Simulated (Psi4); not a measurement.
Interaction energy of F4Si ··· Cl2 (SMILES F[Si](F)(F)F and ClCl). Monomers: optimised at B3LYP-D3(BJ) (def2-TZVP), held rigid. Orientation: lowest of the rigid-body minima from ten starts at GFN2-xTB. Only R, the distance of the centres of mass, is varied, so the lowest point isn't the relaxed dimer.

Level of theory: SAPT0/jun-cc-pVDZ, frozen core (Psi4).

Components in kJ/mol:

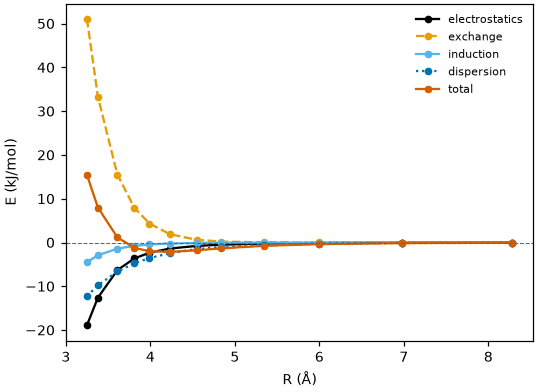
Figure: Components of the interaction energy.

```csv
R / Å,electrostatics,exchange,induction,dispersion,total
3.25,-18.90,51.07,-4.49,-12.24,15.45
3.38,-12.58,33.28,-2.93,-9.78,7.99
3.61,-6.32,15.53,-1.41,-6.62,1.17
3.81,-3.65,7.96,-0.76,-4.76,-1.21
3.99,-2.33,4.34,-0.45,-3.56,-2.00
4.23,-1.39,1.91,-0.23,-2.44,-2.15
4.55,-0.78,0.61,-0.10,-1.51,-1.77
4.84,-0.50,0.21,-0.05,-1.00,-1.34
5.34,-0.25,0.03,-0.02,-0.53,-0.77
6.00,-0.12,0.00,-0.01,-0.25,-0.38
6.98,-0.05,0.00,0.00,-0.10,-0.15
8.28,-0.02,0.00,0.00,-0.04,-0.05
```
